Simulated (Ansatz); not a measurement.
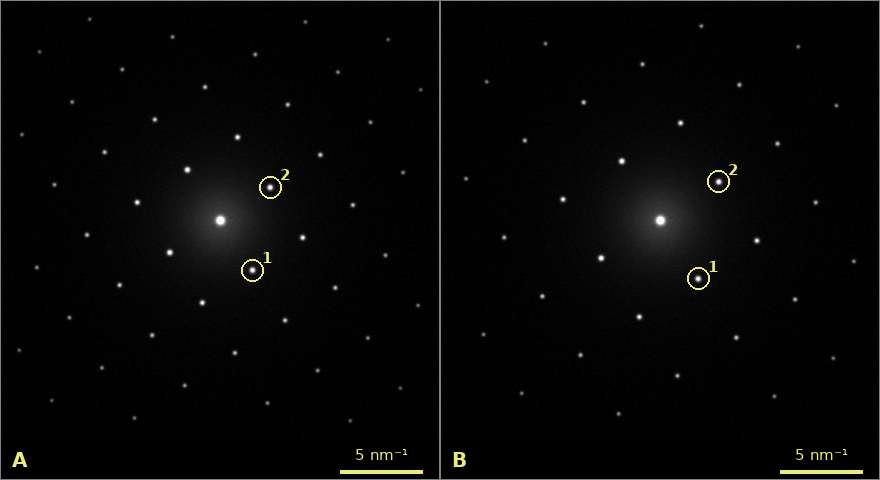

Kinematic electron diffraction patterns (120 kV, B = 0.5 Å², same scale) along [110] of the run's own cell, for the start and the end of one relaxation of TiTl2 with DFT PBE, scalar-relativistic, plane waves, PAW (Ansatz). k mesh 16×16×16. The start is a generated model structure, and the relaxation ends in the nearest stationary point of its symmetry, not necessarily the ground state. Spot 1 is -1 1 0 and spot 2 is 0 0 1 in both.

Start structure:

```yaml
crystal:
  lattice:
    - [-1.92622, 1.92622, 4.72527]
    - [1.92622, -1.92622, 4.72527]
    - [1.92622, 1.92622, -4.72527]
  atoms:
    - { symbol: Ti, position: [0.00000, 0.00000, 0.00000] }
    - { symbol: Tl, position: [0.66500, 0.66500, 0.00000] }
    - { symbol: Tl, position: [0.33500, 0.33500, 0.00000] }
```

Q: Which pattern belongs to the start structure, and which to the relaxed one?

A: A is the start: its cell gives d(1) = 2.724 Å, d(2) = 2.724 Å and an angle of 90.0°. B is the relaxed structure, with d(1) = 2.325 Å (-14.7 %), d(2) = 2.325 Å (-14.7 %) and 90.0°.

Q: What did the relaxation do to the structure and the energy?

A: The volume changed by +1.2 % to 23.66 Å³ an atom; with the mean shift removed, the atoms moved by up to 0.25 Å relative to the cell (Tl most); the space group stayed I4/mmm (No. 139); the free energy fell by 180 meV an atom. Relaxed cell: a = 6.966 Å, b = 6.966 Å, c = 6.966 Å, α = 152.70°, β = 152.70°, γ = 38.99°.
